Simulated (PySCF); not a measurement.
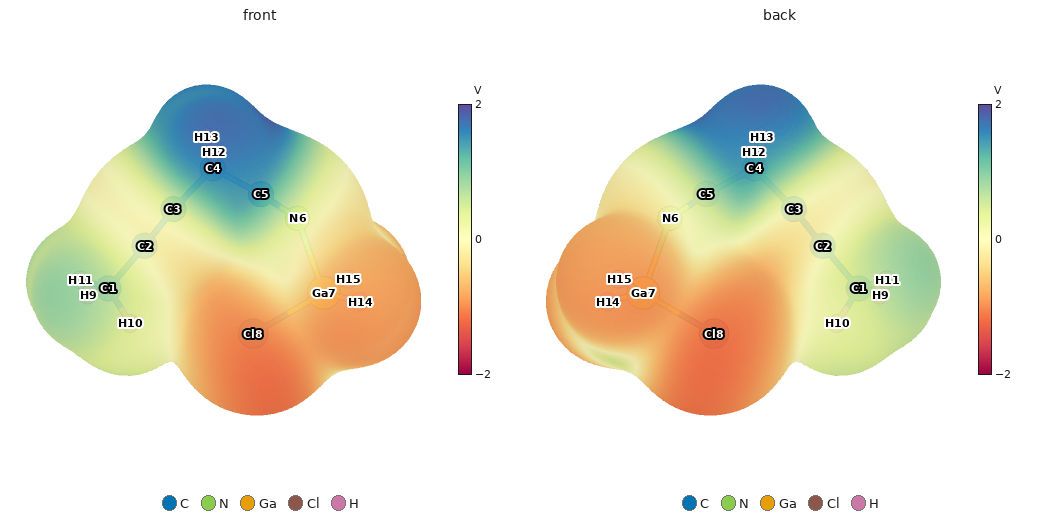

C5H7ClGaN (SMILES CC#CCC#[N+][GaH2-][Cl]). The electrostatic potential painted on the density surface at 0.001 e/bohr³, seen from the front and from behind; red is negative and blue positive.

Geometry: GFN2-xTB.

Computed with PySCF, wB97X-D/def2-SVPD, SCF density, gas phase.

```xyz
15

C    -2.3715   -1.3207    0.9497
C    -1.7395   -0.2192    0.2705
C    -1.2528    0.7125   -0.3060
C    -0.5256    1.7826   -0.9841
C     0.8483    1.3927   -0.8940
N     1.9184    0.9933   -0.7675
Ga    3.0619   -0.5724    0.0168
Cl    1.5485   -1.7633    0.8311
H    -2.9214   -0.9627    1.8188
H    -1.5995   -2.0169    1.2760
H    -3.0562   -1.8336    0.2758
H    -0.6815    2.7445   -0.4849
H    -0.8310    1.8641   -2.0324
H     3.9044    0.2640    1.0068
H     3.6930   -1.0568   -1.3079
```

Describe the electrostatic potential map.

Answer. The most negative region (about −1.2 V) lies over Cl8, the most positive (about +1.8 V) over C4, C5, H12 and H13.

What dipole moment does the calculation give?

Answer. Its dipole moment is 6.72 D.
